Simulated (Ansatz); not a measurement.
**How GaCo absorbs and reflects light**

What colour and refractive index does GaCo have at this level of theory?

Program: Ansatz 0.2.0. Level of theory: DFT, PBE, plane-wave PAW, default files, scalar-relativistic, independent-particle optical response without local fields. Results are calculated unless marked as measured.

## (1) The structure

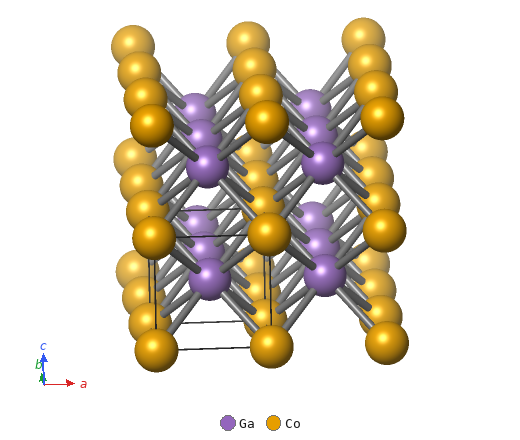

The starting structure, seen slightly off an axis (gallium purple, cobalt orange). 2×3×2 cells are drawn. Some periodic images of atoms are drawn too.

## (2) Ground state and bands

First the ground state: is it a metal or has it a gap?

This step: DFT, PBE, plane-wave PAW, default files, scalar-relativistic, ground state (Ansatz 0.2.0).

input.yaml

```yaml
crystal:
  lattice:
    - [2.878, 0.0, 0.0]
    - [0.0, 2.878, 0.0]
    - [0.0, 0.0, 2.878]
  atoms:
    - { symbol: Ga, position: [0.5, 0.5, 0.5] }
    - { symbol: Co, position: [0.0, 0.0, 0.0] }
kpoints:
  mp_grid: { grid: [8, 8, 8] }
  band_path:
    path:
      - [[0.0, 0.0, 0.0], [0.0, 0.5, 0.0], [0.5, 0.5, 0.0], [0.0, 0.0, 0.0], [0.5, 0.5, 0.5], [0.0, 0.5, 0.0]]
      - [[0.5, 0.5, 0.0], [0.5, 0.5, 0.5]]
    npoints: 10
scf:
  occupations: { method: fermi_dirac, width: 0.05 }
  n_extra_bands: 6
hamiltonian:
  xc: pbe
  pseudopotentials: { kind: paw }
output:
  forces: true
  stress: true
  populations: true
  write_bands: true
  write_density: true
  write_potential: true
  elf: true
  volumetric_format: npy
```

Started as:

```console
ansatz run input.yaml --threads 4 --pin off --max-ram 8192MiB --backend cpu --events-out ev --progress --plain --runs-dir out
```

Numbers of over 12 decimals in the logs are rounded to 6 here.

Output:

```text
scf.n_extra_bands = 6 over 15 filled bands (N_el = 30.0): the run solves 21 bands
Engine: ansatz 0.2.0, x86_64-unknown-linux-gnu
Pseudopotentials: kind: paw
Pseudopotential: Ga, paw, valence charge 13, recommended cutoff 420 eV (normal), Ga.paw.azcp
Pseudopotential: Co, paw, valence charge 17, recommended cutoff 420 eV (normal), Co.paw.azcp
Functional definition: PBE
  parameter kappa = 0.804
  parameter beta = 0.066725
  exchange = pbe_x(kappa = kappa, mu = beta*pi^2/3)
  correlation = pbe_c(beta = beta)
Crystal: 2 atoms, lattice volume = 23.838 Å³
Basis set: ecut = 420 eV, 461 PW (Γ), exchange–correlation on 40×40×40 points (8 copies of the dense FFT grid, shifted against one another)
Bands: 21, of which v1, the nominal top of the filled ones, is band 15 counted from 1 (14 counted from 0)
Symmetry: 48 space group operations
Space group: Pm-3m (ITA 221), of the structure as read, at distance tolerance 2.9e-5 Å
k-points: 35 of 512
Non-local potential: Ga, projectors of the file, l = 0: 2, l = 1: 2, l = 2: 3, l = 3: 1
Non-local potential: Co, projectors of the file, l = 0: 3, l = 1: 2, l = 2: 3, l = 3: 1
PAW form: soft (Blöchl's): semilocal exchange-correlation on the pseudo side does not see the compensation charge
PAW one-centre angular grid: Ga, 590 points (default); XC on 64 Gauss nodes
PAW one-centre angular grid: Co, 590 points (default); XC on 64 Gauss nodes
Initial density: superposition of atomic densities (neutral atoms: chi_scale 0, normalization atom), corrected by the library's trained network
Initial wavefunctions: pseudopotential atomic-orbital guess
Functional: x = pbe(κ = 0.804, μ = 0.219515), c = pbe(β = 0.066725)
SCF iter   1: F=—  HF=-8909.685113 eV  |F-HF|=—  |Δ(HF+E_count)|=         —  Δρ=1.46e-3  dr2=1.89e-4  ethr=1.77e-3  ⟨swp⟩=5.8  Hψ=3223  notcnv=0  defer=6
preconditioner: auto → none  [metal: Δε(μ)=0.041 eV  Ē_g=16.264 eV  σ=0.050 eV  W_gap=0.20  n_scr=6 (ndim 8)  ℏωp=35.7 eV  f_vac=0.000  D(μ)=1.60/eV (n_scr^D=18)  sad-step TF]
SCF iter   2: F=—  HF=-8909.685270 eV  |F-HF|=—  |Δ(HF+E_count)|=   1.57e-4  Δρ=7.61e-4  dr2=4.04e-5  ethr=6.29e-7  ⟨swp⟩=2.2  Hψ=1569  notcnv=0  defer=8
SCF iter   3: F=—  HF=-8909.685262 eV  |F-HF|=—  |Δ(HF+E_count)|=   8.22e-6  Δρ=2.12e-4  dr2=6.58e-6  ethr=1.35e-7  ⟨swp⟩=2.0  Hψ=1034  notcnv=0  defer=9
SCF iter   4: F=—  HF=-8909.685260 eV  |F-HF|=—  |Δ(HF+E_count)|=   1.75e-6  Δρ=9.66e-5  dr2=8.61e-7  ethr=2.19e-8  ⟨swp⟩=2.0  Hψ=900  notcnv=0  defer=9
iter 5 did not close the SCF: its close was put off for the readings that it lacked (scf_convergence_deferred on its scf_iter line)
SCF iter   5: F=-8909.685261 eV  HF=-8909.685261 eV  |F-HF|=1.76e-8  |Δ(HF+E_count)|=   2.36e-7  Δρ=1.58e-5  dr2=1.45e-8  ethr=2.87e-9  ⟨swp⟩=2.7  Hψ=1269  notcnv=0  defer=9
SCF iter   6: F=-8909.685261 eV  HF=-8909.685261 eV  |F-HF|=2.18e-11  |Δ(HF+E_count)|=  3.31e-10  Δρ=3.45e-6  dr2=1.06e-9  ethr=4.82e-11  ⟨swp⟩=8.1  Hψ=4557  notcnv=0
SCF 1 converged in 6 iterations: F = -8909.685261 eV  dr2 = 1.06e-9
  greatest PAW one-centre occupation: 1.001 electrons in one spin orbital (limit 2), on the Co atom at site 1 (counted from 0), in its partial waves of l = 1
NSCF: frozen V_eff on 62 k-points
SCF converged after 6 iterations
Free energy (F): -8909.685261 eV
Harris-Foulkes:  -8909.685261 eV  (|F-HF|=2.18e-11)
Internal energy: -8909.672291 eV  (E = F + TS)
E sigma→0 (E₀):  -8909.678776 eV
Entropy (-TS):   -0.012970 eV (-6.485 meV/atom)
Fermi energy:    16.952796 eV
--- Per-component energies (eV) ---
  E_band       = -216.128492
  E_kinetic    = 573.525419
  E_local      = -4483.659002  (includes V_loc(G=0)·N_el)
  E_nonlocal   = 884.712404
  E_hartree    = 1990.871953
  E_xc         = -228.968172
  E_vxc        = -264.528142  (∫ρ·V_xc dr)
  E_paw        = -3508.538452  (= ΣΔE_a)
  E_vpaw       = -907.921954  (= ΣTr[D̂ρ^β])
  E_aug_tail   = -0.000033  (compensation charges beyond the density's cutoff)
  E_ewald      = -4137.616408
  E_smearing   = -0.012970  (= −TS)
  E_closure    = 0.000000  (closes the sum)
  Σ components = -8909.685261   (vs F -8909.685261, Δ=0.00e0)
--- Forces (eV/Å), atoms counted from 1 ---
  atom   1  Ga    -0.00000000    -0.00000000    -0.00000000
  atom   2  Co     0.00000000    -0.00000000    -0.00000000
  max |Σ_I F_I| component: 3.68e-30 eV/Å
--- Stress (GPa, compression-positive) ---
        0.764433       0.000000       0.000000
        0.000000       0.764433       0.000000
        0.000000       0.000000       0.764433
  P = ⅓ Tr σ = 0.7644 GPa (7.644 kbar)
--- Band table (eV; the first three rows and the last of 35) ---
  k-point 0: bands = [... 11 lower, 14.3686, 16.1950, 16.1950, 16.1950, 22.0849, 22.0849, 22.0849, 27.8956, ... 2 higher]
  k-point 1: bands = [... 11 lower, 14.4008, 16.0063, 16.0063, 16.1959, 20.2530, 22.5976, 22.5976, 27.9463, ... 2 higher]
  k-point 2: bands = [... 11 lower, 14.4805, 15.6182, 15.6182, 16.1982, 17.9590, 23.9563, 23.9563, 28.0953, ... 2 higher]
  k-point 34: bands = [... 11 lower, 12.8133, 16.7309, 16.7309, 17.5572, 20.7218, 20.7218, 20.7218, 21.7071, ... 2 higher]
--- Löwdin populations: 2 sites ---
  site symbol       q [e]
     0     Ga     13.3832
     1     Co     16.4906
  spilling = 0.004208 (of n_electrons = 30.000000)
```

Run time: 0.6 s. Hardware: 4 threads of Intel Xeon Platinum 8488C (Sapphire Rapids), shared host; peak memory 0.45 GiB.

Read-outs, printed or worked out from the files:

- free energy: -8909.6853 eV
- Fermi energy: 16.95 eV
- electrons: 30
- symmetry operations: 48
- pressure: 0.7644 GPa
- volume: 23.84 Å³
- gap on the path: 0 eV

There are states at the Fermi level within the smearing, so the occupations stay smeared and the carriers get a Drude term. The cell is left with a pressure of 0.8 GPa, as it stands unrelaxed at this level.

The electronic bands at the labelled points (eV, zero at the Fermi level; # counts the bands kept):

```csv
point,#3,#4,#5,#6,#7,#8,#9,#10
Γ,-2.58,-0.76,-0.76,-0.76,5.13,5.13,5.13,10.94
X,-2.35,-1.78,-1.78,-0.75,0.09,10.59,10.59,11.47
M,-3.19,-2.51,-1.25,-1.25,-0.26,2.24,3.11,11.49
Γ,-2.58,-0.76,-0.76,-0.76,5.13,5.13,5.13,10.94
R,-4.14,-0.22,-0.22,0.60,3.77,3.77,3.77,4.75
X,-2.35,-1.78,-1.78,-0.75,0.09,10.59,10.59,11.47
jump to M,-3.19,-2.51,-1.25,-1.25,-0.26,2.24,3.11,11.49
R,-4.14,-0.22,-0.22,0.60,3.77,3.77,3.77,4.75
```

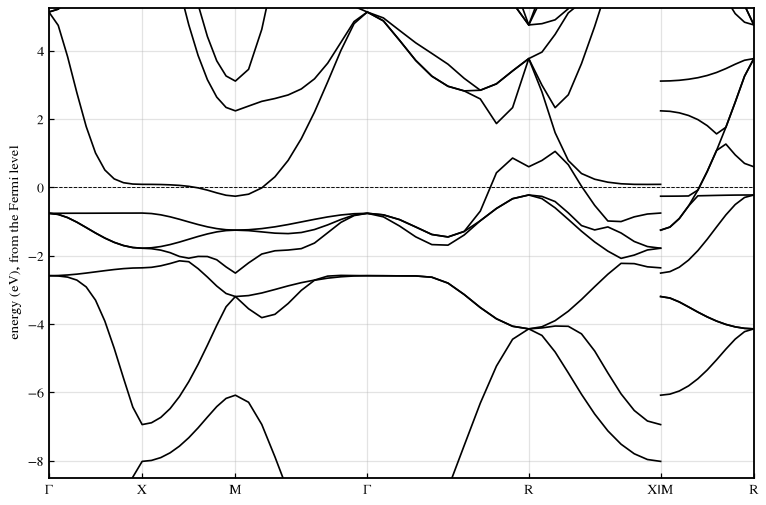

Electronic bands along the path.

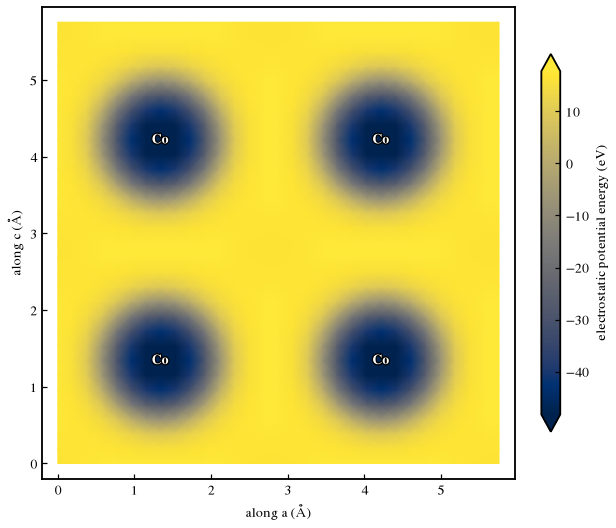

Electrostatic potential energy in the ac plane at fractional y = 0.000, with atoms of Co within 0.2 Å of it. With pseudopotentials it is smooth inside the atoms' cores, unlike the true potential. The map starts off the cell's origin, so that atoms lie inside it.

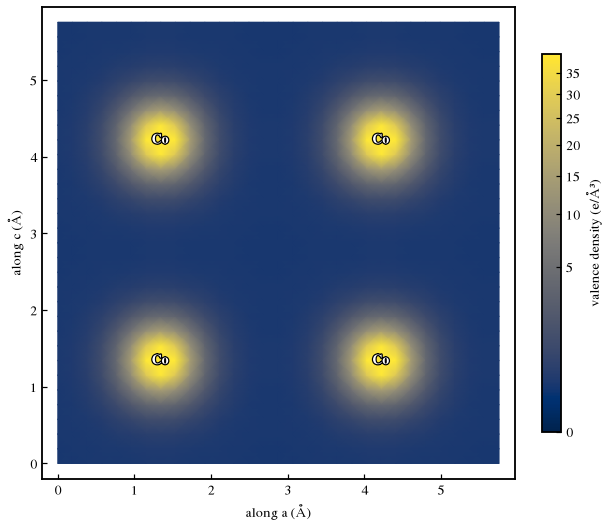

Valence density in the ac plane at fractional y = 0.000, with atoms of Co within 0.2 Å of it. It is the smooth field of the valence electrons, not physical close to the nuclei. The map starts off the cell's origin, so that atoms lie inside it. The colour scale is stretched toward low values.

## (3) Spectrum

The spectrum is a sum over vertical transitions between filled and empty bands at the fixed density, so many empty bands are needed.

This step: DFT, PBE, plane-wave PAW, default files, scalar-relativistic, independent-particle optical response without local fields (Ansatz 0.2.0).

input.yaml, the sections that differ from step 2:

```yaml
kpoints:
  mp_grid: { grid: [10, 10, 10] }
scf:
  occupations: { method: fermi_dirac, width: 0.05 }
output:
  optics:
    e_range: [0, 20]
    de: 0.05
    sigma: 0.15
    drude_damping: 0.03
    nscf_kmesh: { grid: [12, 12, 12] }
    bands: { spectra_wanted_up_to: 20 }
# crystal, hamiltonian: as in step 2
```

Output:

```text
[...]
Crystal: 2 atoms, lattice volume = 23.838 Å³
Basis set: ecut = 420 eV, 461 PW (Γ)
Bands: 19, of which v1, the nominal top of the filled ones, is band 15 counted from 1 (14 counted from 0)
[... 1 set-up line as in the run before ...]
[...]
k-points: 56 of 1000
[...]
SCF iter   1: F=—  HF=-8909.686424 eV  |F-HF|=—  |Δ(HF+E_count)|=         —  Δρ=3.87e-3  dr2=1.93e-3  ethr=1.77e-3  ⟨swp⟩=5.5  Hψ=4464  notcnv=0
[...]
SCF iter   8: F=-8909.686418 eV  HF=-8909.686418 eV  |F-HF|=1.82e-12  |Δ(HF+E_count)|=  2.36e-10  Δρ=2.16e-7  dr2=4.64e-12  ethr=1.00e-12  ⟨swp⟩=1.6  Hψ=3171  notcnv=0
SCF 1 converged in 8 iterations: F = -8909.686418 eV  dr2 = 4.64e-12
[...]
NSCF: frozen V_eff on 84 k-points
output.optics: what the bands over the 32 summed would add to eps1, eps2 and the energy-loss function is held between a lower and an upper bound (7 Lanczos steps). eps1, eps2 and their loss function (loss_summed_bands) are given on every row as the summed bands alone make them. Along an axis, on a row where the two bounds hold the loss function to about 1 % of the greater of itself and 0.5 % of |1/eps|, its cell (loss_completed) is given, with the completed eps1 and eps2 that it is formed of (a cell that is left empty reads nan in the table and null in the record). The two bounds hold it so along every axis on all 400 rows up to 20.000 eV. [rest of the remark cut]
SCF converged after 8 iterations
Free energy (F): -8909.686418 eV
[...]
Internal energy: -8909.676431 eV  (E = F + TS)
E sigma→0 (E₀):  -8909.681424 eV
Entropy (-TS):   -0.009986 eV (-4.993 meV/atom)
Fermi energy:    16.907907 eV
[...]
--- Band table (eV; the first three rows and the last of 56) ---
  k-point 0: bands = [... 11 lower, 14.3530, 16.1776, 16.1776, 16.1776, 22.0858, 22.0858, 22.0858, 27.8912]
  k-point 1: bands = [... 11 lower, 14.3739, 16.0526, 16.0526, 16.1781, 20.7805, 22.4181, 22.4181, 27.9240]
  k-point 2: bands = [... 11 lower, 14.4294, 15.7620, 15.7620, 16.1797, 18.7275, 23.3308, 23.3308, 28.0220]
  k-point 55: bands = [... 11 lower, 12.8055, 16.7103, 16.7103, 17.5612, 20.7196, 20.7196, 20.7196, 21.6988]
```

Run time: 7.7 s. Hardware: 4 threads; peak memory 1.1 GiB; 28 s of CPU time.

This step gave:

* main peak of the optical conductivity above 1 eV, first axis: 5.736 eV
* Drude plasma energy, first axis: 4.111 eV
* bands summed: 32
* spectra valid up to: 26.90 eV
* program's estimate of the k-sum error in Im epsilon: 0.17 %
* electrons in the f-sum: 11.11

The Im ε, any direction has structure finer than the step of the table below, so its rows give means over 1 eV, whole bins alone (the curve runs from 0.3 to 20 eV). Peaks (eV: height): 4.6: 19.1, 5.7: 26.0.

Table of Im ε, any direction by photon energy; means over each step:

```csv
photon energy (eV),"Im ε, any direction"
1,31.5
2,15.7
3,6.92
4,7.08
5,13.6
6,18.4
7,8.72
8,5.45
9,3.28
10,2.26
11,1.60
12,1.27
13,1.29
14,1.24
15,1.25
16,1.06
17,0.785
18,0.763
19,0.617
```

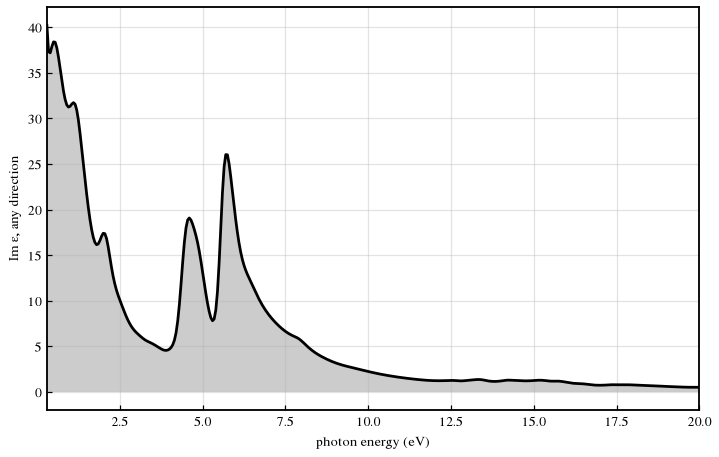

Im ε, any direction against photon energy.

The Re ε, any direction by photon energy:

```csv
photon energy (eV),"Re ε, any direction"
1,1.81
2,0.457
3,2.11
4,9.85
5,1.00
6,-6.20
7,-5.78
8,-4.86
9,-3.64
10,-2.64
11,-1.83
12,-1.07
13,-0.550
14,-0.326
15,-0.272
16,-0.452
17,-0.154
18,-0.0578
19,0.0198
20,0.197
```

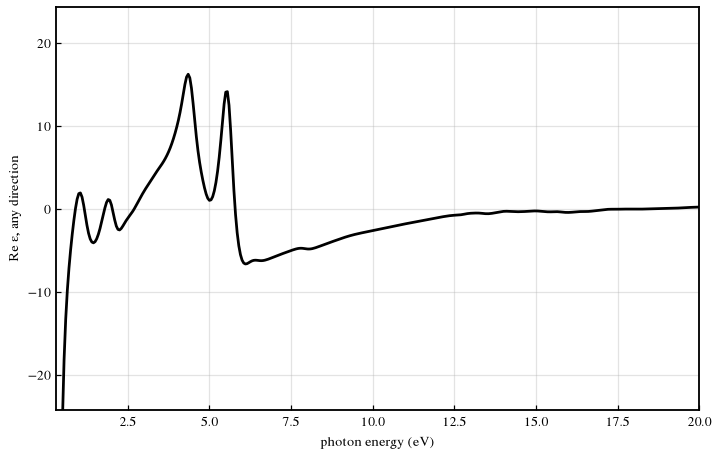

Re ε, any direction against photon energy. Below 1 eV the curve runs off the scale.

Values under 1 per cm are given as 1. Absorption coefficient, any direction against photon energy:

```csv
photon energy (eV),"absorption coefficient, any direction (1/cm)"
1.00,3.9e5
2.00,5.9e5
3.00,4.7e5
4.00,3.0e5
5.00,1.3e6
6.00,2.2e6
7.00,2.0e6
8.00,2.0e6
9.00,1.9e6
10.00,1.8e6
11.00,1.6e6
12.00,1.4e6
13.00,1.3e6
14.00,1.3e6
15.00,1.3e6
16.00,1.5e6
17.00,1.2e6
18.00,1.2e6
19.00,1.1e6
20.00,8.6e5
```

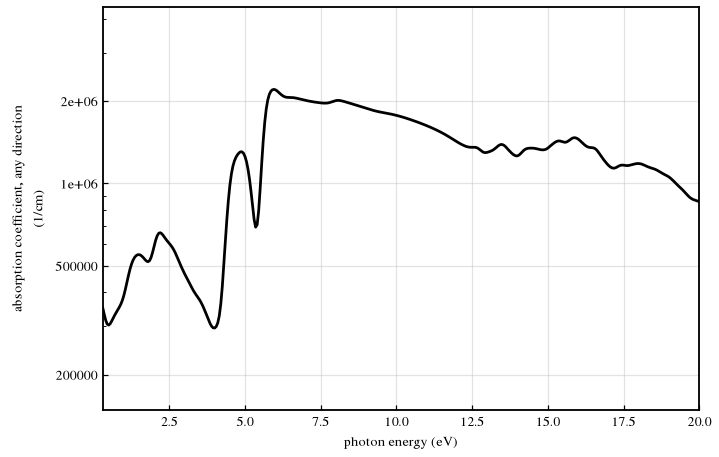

Absorption coefficient, any direction, plotted against photon energy.

Table of refractive index n and extinction k by photon energy:

```csv
photon energy (eV),n,k
1,4.07,3.85
2,2.99,2.91
3,2.12,1.54
4,3.22,0.730
5,2.67,2.47
6,2.62,3.61
7,1.50,2.83
8,1.13,2.47
9,0.780,2.06
10,0.644,1.75
11,0.544,1.46
12,0.533,1.17
13,0.648,0.985
14,0.681,0.889
15,0.715,0.885
16,0.590,0.895
17,0.549,0.675
18,0.601,0.647
19,0.565,0.547
20,0.613,0.423
```

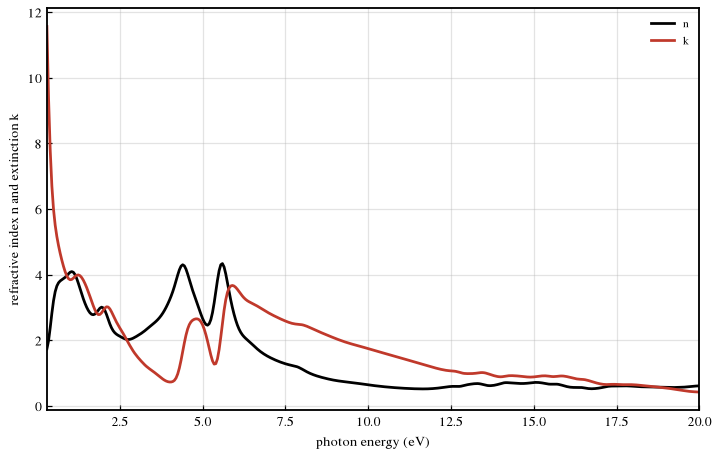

Refractive index n and extinction k against photon energy.

The reflectivity at normal incidence, any direction has structure finer than the step of the table below, so its rows give means over 1 eV, whole bins alone (the curve runs from 0.3 to 20 eV). Peaks (eV: height): 4.7: 48.3, 6.0: 60.0, 16.1: 29.2.

The reflectivity at normal incidence, any direction by photon energy; means over each step:

```csv
photon energy (eV),"reflectivity at normal incidence, any direction (%)"
1,62.9
2,51.4
3,32.0
4,32.3
5,42.6
6,57.0
7,57.9
8,57.7
9,57.8
10,55.2
11,51.5
12,42.2
13,31.3
14,26.7
15,24.5
16,27.5
17,23.4
18,19.2
19,17.5
```

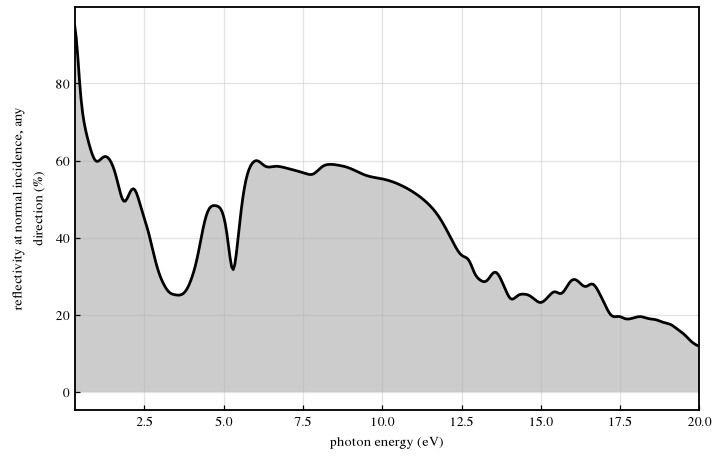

Reflectivity at normal incidence, any direction, plotted against photon energy.

At chosen wavelengths:

```csv
wavelength (nm),n,k,R (%),1/α
1550,3.88,4.258,63.0,29 nm
1064,3.97,3.958,60.7,21 nm
532,2.25,2.700,49.6,16 nm
450,2.03,1.930,37.1,19 nm
405,2.16,1.464,28.8,22 nm
365,2.41,1.132,25.3,26 nm
308,3.29,0.730,30.5,34 nm
```

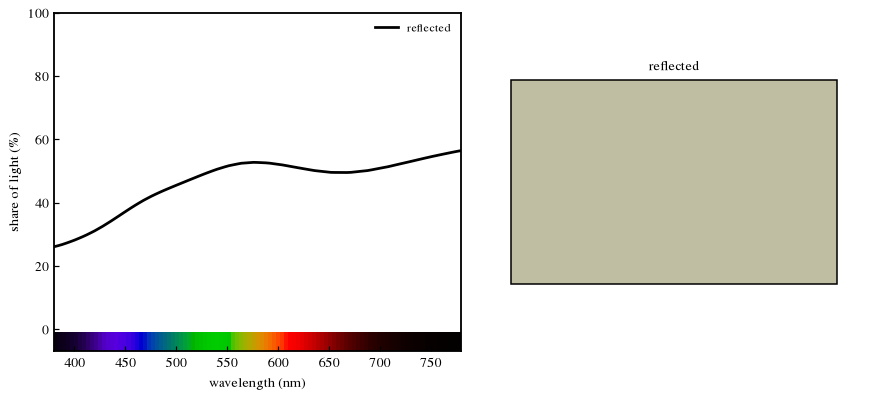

Light reflected across the visible range, with the colour that it makes of daylight (sRGB).

A polished face would reflect 50 % of daylight and look yellow-green (CIE x = 0.336, y = 0.364 under D65).

## (4) Summary of results

```yaml
gap_on_the_path: 0 eV
main_peak_of_the_optical_conductivity_above_1_ev_first_axis: 5.74 eV
drude_plasma_energy_first_axis: 4.11 eV
```

At this level (PBE, independent particles) GaCo is a metal with a Drude plasma energy of 4.1 eV; it reflects 52 % at 550 nm. Along x the bare Drude plasma energy is 4.1 eV; Re ε first rises through zero at 0.90 eV, far lower, because interband transitions screen the carriers. Im ε is 32 there, so the loss peak at that energy is weak. A polished face would reflect 50 % of daylight and look yellow-green (CIE x = 0.336, y = 0.364 under D65). In the base run ε includes the program's bounded estimate of what the bands above those summed add. The carriers' damping of 0.03 eV is typed, not computed; at 0.8 eV the carriers give 3 % of Im ε along the first axis; the rest comes from the sum over bands, which at low energy also holds close bands and the noise of the mesh. The run has no spin polarisation; magnetic order or correlation, untested here, could change the spectrum. The Fermi-Dirac width of 0.05 eV acts as an electron temperature of 580 K in the carriers' term.

[Logs are printed without paths, hosts, clocks, repeated set-up lines and the standing remarks that a program may print on its own settings, such as how far it seeks lower states.]

[Hosts, paths, dates, database ids (printed as entryN), source tags and the programs' standing remarks are cut or masked in the printed files.]
